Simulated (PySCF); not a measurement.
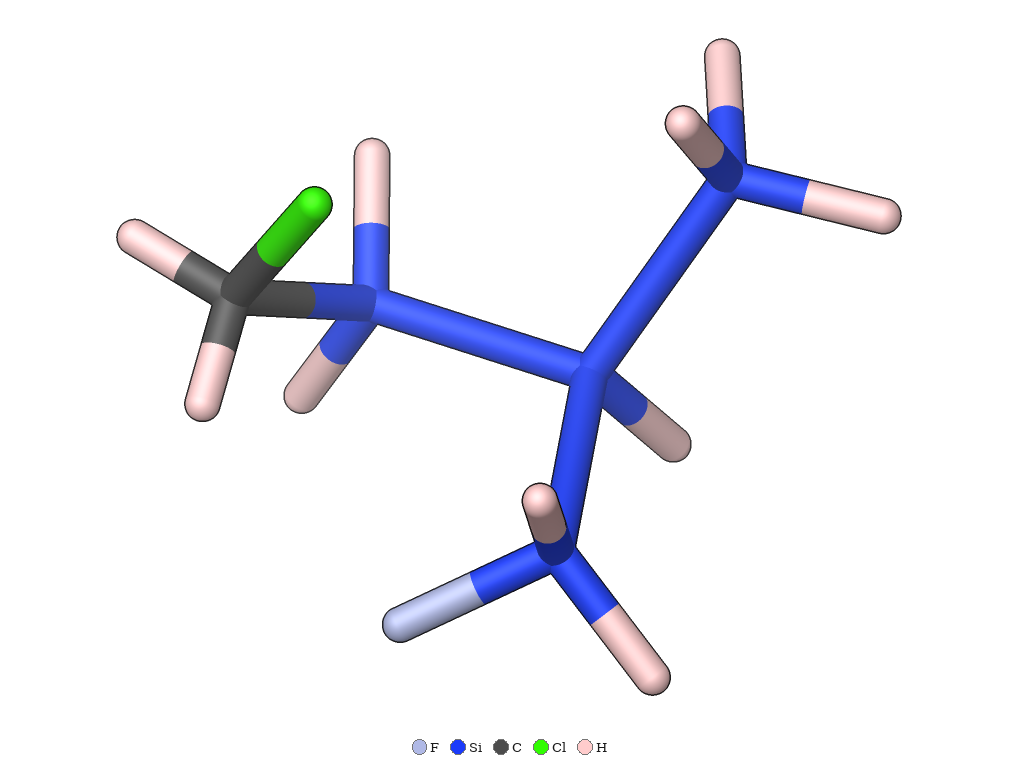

The geometry was computed by an optimisation with GFN2-xTB. No frequency run is at hand to confirm it as a minimum.

Draw it as a skeletal formula.

SMILES: F[SiH2][Si@H]([SiH3])[SiH2]CCl

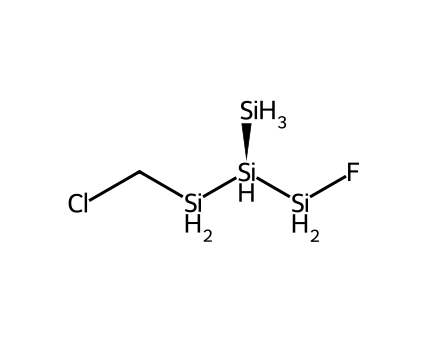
